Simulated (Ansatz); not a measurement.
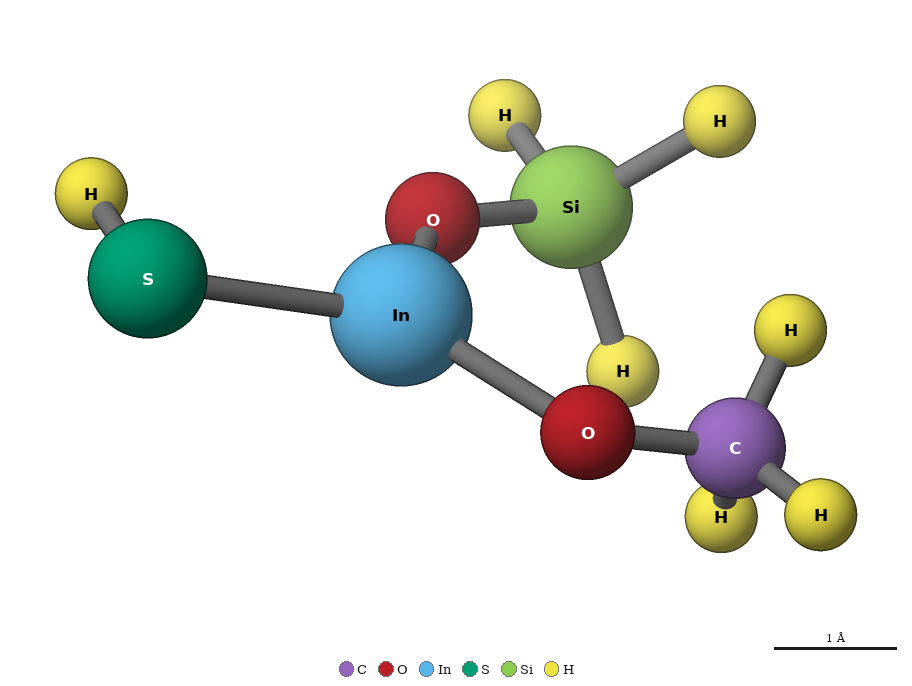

The picture shows a molecular structure as a ball-and-stick model.

Computed geometry: PBE0-D4/def2-TZVP optimisation.

**What is the molecular formula?**

CH7InO2SSi, 13 atoms: 1 carbon, 7 hydrogen, 1 indium, 2 oxygen, 1 sulfur and 1 silicon.

**What is its SMILES?**

C[O][In]([SH])[O][SiH3]

**Name some functional groups or characteristic bonds that it holds.**

Among them: Si–H bond, Si–O bond.

**How many bonds of each kind are drawn?**

3 C–H, 3 Si–H, 2 In–O, 1 C–O, 1 In–S, 1 O–Si, 1 S–H.

The parts below concern this one geometry. Atoms keep their numbers from picture to picture.

### Geometry

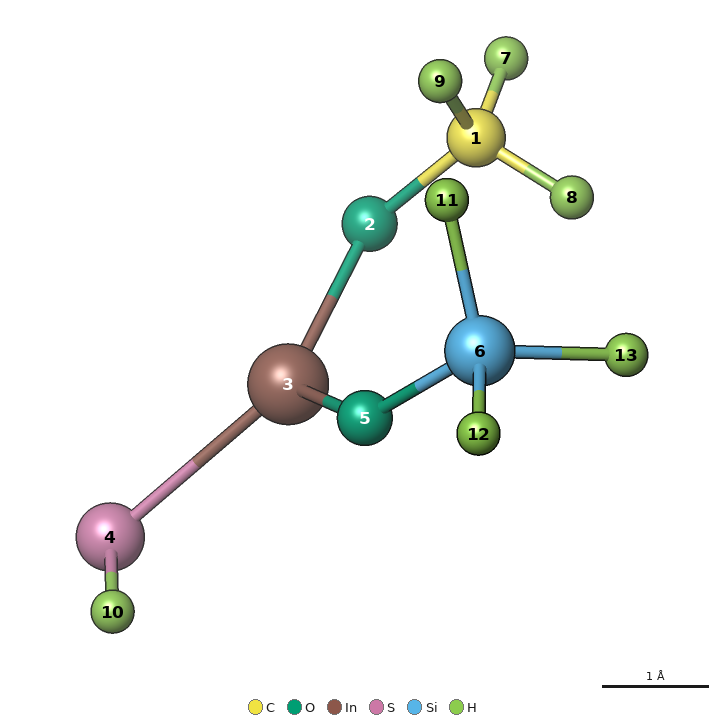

The atoms are numbered.

Estimate the angles O2–C1–H7, O2–C1–H8, O2–C1–H9, C1–O2–In3, O2–In3–S4, O2–In3–O5, S4–In3–O5, In3–S4–H10, In3–O5–Si6, O5–Si6–H11, O5–Si6–H12, O5–Si6–H13.

```csv
angle,degrees
O2–C1–H7,107.9
O2–C1–H8,112.8
O2–C1–H9,112.7
C1–O2–In3,121.4
O2–In3–S4,125.7
O2–In3–O5,116.4
S4–In3–O5,117.9
In3–S4–H10,91.4
In3–O5–Si6,139.8
O5–Si6–H11,111.6
O5–Si6–H12,109.3
O5–Si6–H13,111.6
```

### Electronic properties

Properties computed with RKS ωB97M-V/def2-TZVPP, core potentials on In (Ansatz 0.2.0).

**Give the LUMO energy (Kohn–Sham orbital) at this level.**

−0.14 eV.

**What is the dipole moment?**

0.27 D.

**What is the vertical ionisation energy?**

10.00 eV.

**Estimate the HOMO energy (Kohn–Sham orbital).**

−10.13 eV.

### Vibrations

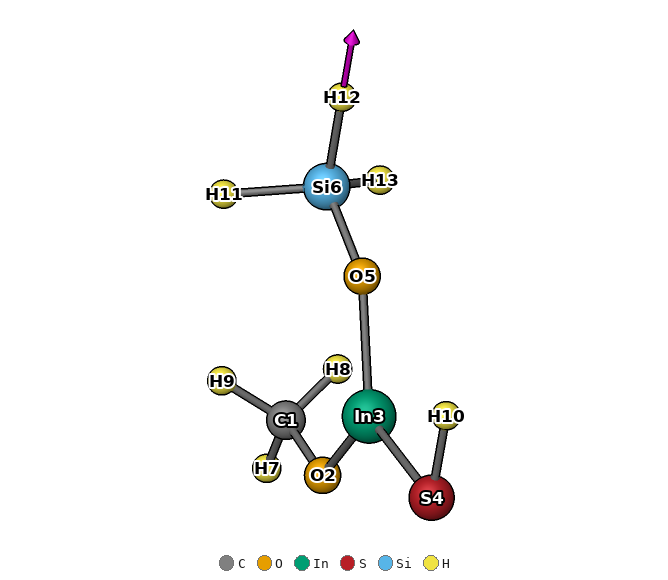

The arrows show one normal mode. Harmonic vibrations computed with RKS PBE0-D4/def2-TZVP, core potentials on In (Ansatz 0.2.0) at a stationary point of the same level.

**Describe the motion.**

Mostly Si–H stretching.

**At what wavenumber does it lie?**

2216 cm⁻¹; it is mode 29 of 33 counted from the lowest.

### Charges

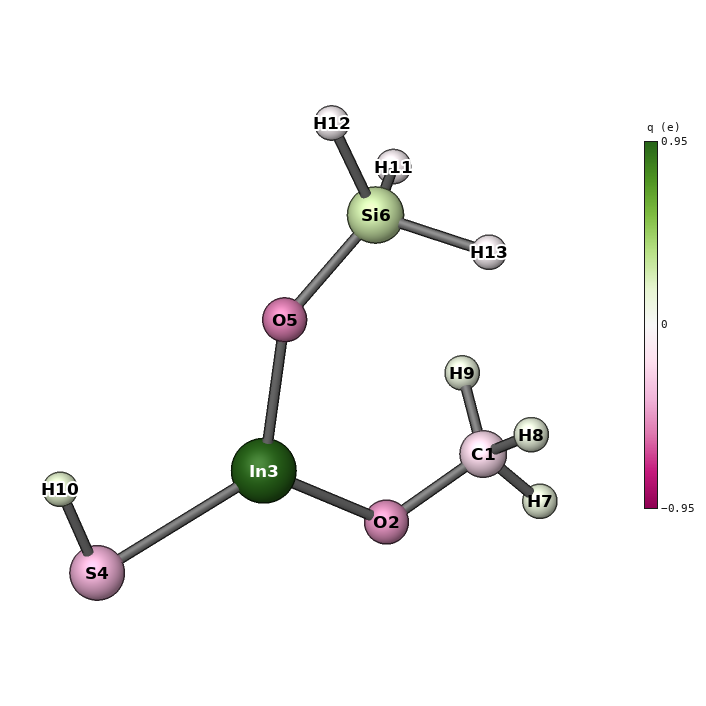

Atoms are coloured by their Mulliken charges. Level of theory: RKS PBE0-D4/def2-TZVP, core potentials on In (Ansatz 0.2.0).

List the Mulliken charges.

```tsv
atom	value (e)
C1	−0.21
O2	−0.48
In3	0.94
S4	−0.39
O5	−0.54
Si6	0.28
H7	0.13
H8	0.12
H9	0.12
H10	0.19
H11	−0.05
H12	−0.04
H13	−0.05
```

Mulliken values depend strongly on the basis set and can even reverse the polarity of a bond.
